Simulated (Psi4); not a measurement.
**AlH2OF (SMILES [OH][AlH][F]) at SCAN/def2-QZVPP (density fitting, sweep point 6)**

What is the vertical ionisation energy of AlH2OF at SCAN/def2-QZVPP (density fitting, sweep point 6)? 

Program for the calculation: Psi4 1.11.

## 1. Starting point

AlH2OF has 5 atoms, charge 0, and is taken as a singlet. As SMILES, `[OH][AlH][F]`. Geometry: a GFN2-xTB relaxation, a rough one for these elements and not checked as a minimum. This is one conformer, not always the lowest.

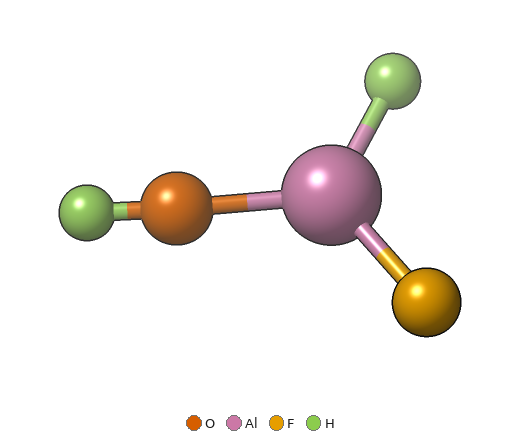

The structure, seen from a chosen angle (oxygen orange, aluminium pink, fluorine amber, hydrogen green).

## 2. A single-point energy at SCAN/def2-QZVPP (density fitting, sweep point 6)

input.inp

```
memory 1600 mb

molecule molecule1 {
  0 1
  O     -1.021720     0.325810    -0.327270
  Al     0.472970    -0.139110     0.144100
  F      0.778780    -1.566900     0.912060
  H     -1.871140     0.628670    -0.614330
  H      1.641100     0.751530    -0.114560
  units angstrom
  symmetry c1
}

set basis def2-QZVPP
set puream true
set scf_type df
set dft_radial_points 99
set dft_spherical_points 590

energy("scan")
print_variables()
```

Command:

```console
$ psi4 -n 1 input.inp input.out
```

input.out, shortened:

```text
[...]
  Running in c1 symmetry.
[...]
  Nuclear repulsion =  100.879089140493420
[...]
  Multiplicity = 1
[...]
  Nalpha       = 16
  Nbeta        = 16
[...]
    Number of basis functions: 244
[...]
   @DF-RKS iter   1:  -418.53768140355459   -3.92353e-01   4.21017e-03 DIIS/ADIIS
[...]
   @DF-RKS iter   9:  -418.88496392886867   -3.25459e-08   1.01851e-07 DIIS
[...]
    Orbital Energies [Eh]
    ---------------------
    Doubly Occupied:
       1A    -55.735019     2A    -24.443018     3A    -18.941079
       4A     -4.072963     5A     -2.613903     6A     -2.605966
       7A     -2.604902     8A     -1.101145     9A     -0.953712
      10A     -0.517392    11A     -0.408855    12A     -0.365763
      13A     -0.364351    14A     -0.323666    15A     -0.311545
      16A     -0.294574
[...]
  @DF-RKS Final Energy:  -418.88496392886867
   => Energetics <=
    Nuclear Repulsion Energy =            100.8790891404934200
    One-Electron Energy =                -783.4484545387012986
    Two-Electron Energy =                 302.2771944109053379
    DFT Exchange-Correlation Energy =     -38.5927929415661097
    Empirical Dispersion Energy =           0.0000000000000000
    VV10 Nonlocal Energy =                  0.0000000000000000
    Total Energy =                       -418.8849639288686717
[...]
 Multipole Moments:
 ------------------------------------------------------------------------------------
     Multipole            Electronic (a.u.)      Nuclear  (a.u.)        Total (a.u.)
 ------------------------------------------------------------------------------------
 L = 1.  Multiply by 2.5417464519 to convert [e a0] to [Debye]
 Dipole X            :          0.8459539           -1.3954114           -0.5494575
 Dipole Y            :         -2.3466538            2.9063896            0.5597358
 Dipole Z            :          1.3088426           -1.6810587           -0.3722161
 Magnitude           :                                                    0.8681893
[...]
```

Run time: 40 s. Hardware: 1 thread of AMD EPYC 9R45 (Zen 5), shared host; peak memory 1.2 GiB.

## 3. The doublet cation

calc.dat

```
memory 1600 mb

molecule geom {
  1 2
  O     -1.021720     0.325810    -0.327270
  Al     0.472970    -0.139110     0.144100
  F      0.778780    -1.566900     0.912060
  H     -1.871140     0.628670    -0.614330
  H      1.641100     0.751530    -0.114560
  units angstrom
  symmetry c1
}

set basis def2-QZVPP
set reference uks
set puream true
set scf_type df
set dft_radial_points 99
set dft_spherical_points 590
set maxiter 150

energy("scan")
print_variables()
```

Command:

```console
$ psi4 -i calc.dat -o calc.out -n 1
```

calc.out, shortened:

```text
[...]
  Running in c1 symmetry.
[...]
  Nuclear repulsion =  100.879089140493420
[...]
  Multiplicity = 2
[...]
  Nalpha       = 16
  Nbeta        = 15
[...]
    Number of basis functions: 244
[...]
   @DF-UKS iter   1:  -418.09782780663255    4.75008e-02   4.08111e-03 DIIS/ADIIS
[...]
   @DF-UKS iter  12:  -418.46090990495821   -6.14562e-07   6.84058e-07 DIIS
[...]
   @S^2 Observed:                7.609496352E-01
[...]
    Orbital Energies [Eh]
    ---------------------
    Alpha Occupied:
       1A    -56.028349     2A    -24.686533     3A    -19.294774
       4A     -4.365470     5A     -2.905162     6A     -2.899878
       7A     -2.897212     8A     -1.340077     9A     -1.290421
      10A     -0.830524    11A     -0.673455    12A     -0.663586
      13A     -0.626248    14A     -0.620859    15A     -0.592097
      16A     -0.587077
    Alpha Virtual:
      17A     -0.256854    18A     -0.251953    19A     -0.178961
      20A     -0.132005    21A     -0.088166    22A     -0.076495
      23A     -0.070059    24A     -0.044565    25A     -0.031847
[...]
  @DF-UKS Final Energy:  -418.46090990495821
   => Energetics <=
    Nuclear Repulsion Energy =            100.8790891404934200
    One-Electron Energy =                -774.3490492172263657
    Two-Electron Energy =                 293.2642703212820265
    DFT Exchange-Correlation Energy =     -38.2552201495072737
    Empirical Dispersion Energy =           0.0000000000000000
    VV10 Nonlocal Energy =                  0.0000000000000000
    Total Energy =                       -418.4609099049582142
[...]
 Multipole Moments:
 ------------------------------------------------------------------------------------
     Multipole            Electronic (a.u.)      Nuclear  (a.u.)        Total (a.u.)
 ------------------------------------------------------------------------------------
 L = 1.  Multiply by 2.5417464519 to convert [e a0] to [Debye]
 Dipole X            :          0.8082109           -1.3954114           -0.5872006
 Dipole Y            :         -1.2565597            2.9063896            1.6498299
 Dipole Z            :          0.7553111           -1.6810587           -0.9257477
 Magnitude           :                                                    1.9808463
[...]
```

Run time: 94 s. Hardware: 1 thread of AMD EPYC 9R45 (Zen 5), shared host; peak memory 1.2 GiB.

## 4. Outcome

At SCAN/def2-QZVPP (density fitting, sweep point 6):

```
                                          quantity          value
                      singlet AlH2OF: total energy  -418.88496 Eh
                     singlet AlH2OF: dipole moment         2.21 D
                       singlet AlH2OF: HOMO energy       -8.02 eV
                       singlet AlH2OF: LUMO energy       -0.71 eV
                     singlet AlH2OF: HOMO–LUMO gap        7.31 eV
                      doublet cation: total energy  -418.46091 Eh
doublet cation: HOMO energy (highest over α and β)      -15.57 eV
 doublet cation: LUMO energy (lowest over α and β)      -14.92 eV
                              doublet cation: ⟨S²⟩          0.761
vertical ionisation energy (to the doublet cation)      11.539 eV
```

In words: Removing an electron at fixed nuclei costs 11.54 eV (266 kcal/mol). The negative HOMO energy of the first species, 8.02 eV, lies 3.52 eV below that difference.
